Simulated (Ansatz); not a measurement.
Input file:

```
crystal:
  periodic: [false, false, false]
  atoms:
    - { symbol: Ta, position_ang: [0.0, 0.0, 0.0] }
    - { symbol: Cl, position_ang: [2.47, 0.0, 0.0] }
    - { symbol: O, position_ang: [0.0, 0.0, 2.02] }
    - { symbol: H, position_ang: [-0.2547, -0.9174, 2.3571] }
    - { symbol: "N", position_ang: [0.0, 0.0, -2.16] }
    - { symbol: H, position_ang: [-0.6116, -0.6845, -2.69] }
    - { symbol: H, position_ang: [0.6116, 0.6845, -2.69] }
    - { symbol: Cl, position_ang: [-1.235, 2.139, 0.0] }
    - { symbol: O, position_ang: [-1.01, -1.7493, 0.0] }
    - { symbol: H, position_ang: [-1.6563, -1.7655, 0.776] }
basis:
  gaussian: { orbitals: def2-SVP }
hamiltonian:
  xc: hf
relax:
  f_tol: 0.02
  max_steps: 40
output:
  orbitals: {}
```

Command:

```sh
ansatz run input.yaml --threads 2 --pin off --max-ram 3072MiB --backend cpu --events-out ev --progress --plain --runs-dir out
```

The fields are those of the run's last geometry, not of the input's.

Core potentials replace the inner electrons of Ta.

Computed with Ansatz, RHF/def2-SVP.

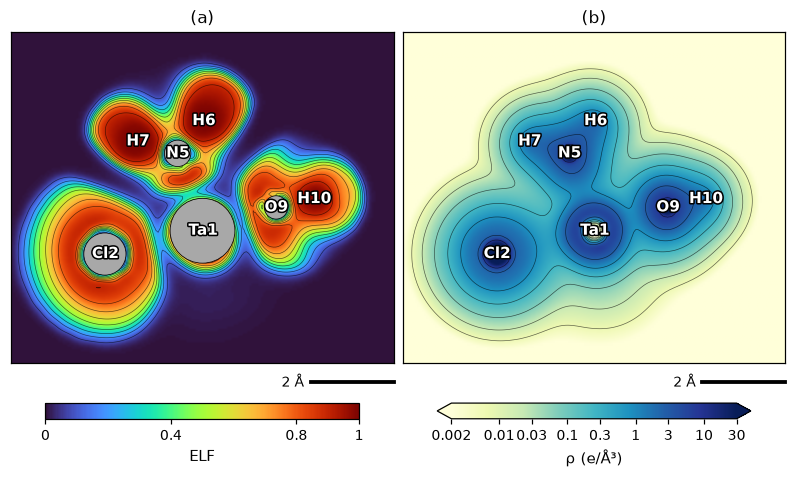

Cl₂H₄NO₂Ta. (a) ELF; (b) electron density on the plane of atoms Ta1, N5 and H6. Grey discs cover the atomic cores in the ELF map.

**Interpret the plot.**

Atoms in the plane: Ta, Cl, N, H and O.
Ta–O (1.86 Å): ρ at the midpoint is about 1 e/Å³; the ELF peaks at about 0.80 in the valence shell of O, 0.5 Å from its nucleus, and drops to about 0.20 between the two atoms.
Ta–N (1.96 Å): the density is about 1 e/Å³ at the midpoint; the ELF peaks at about 0.90 in the valence shell of N, 0.6 Å from its nucleus, and is about 0.35 at the midpoint.
O–H (0.94 Å): the density is about 3.9 e/Å³ at the midpoint; the ELF climbs to about 1 towards the hydrogen, as it does in any bond to H: a covalent bond by its length.
Ta–Cl (2.42 Å): ρ is about 0.52 e/Å³ halfway; the ELF peaks at about 0.90 in the valence shell of Cl, 0.8 Å from its nucleus, and is about 0.35 at the midpoint.
N–H (1.00 Å): ρ is about 2.9 e/Å³ halfway; the ELF climbs to about 1 towards the hydrogen: a covalent bond by its length.
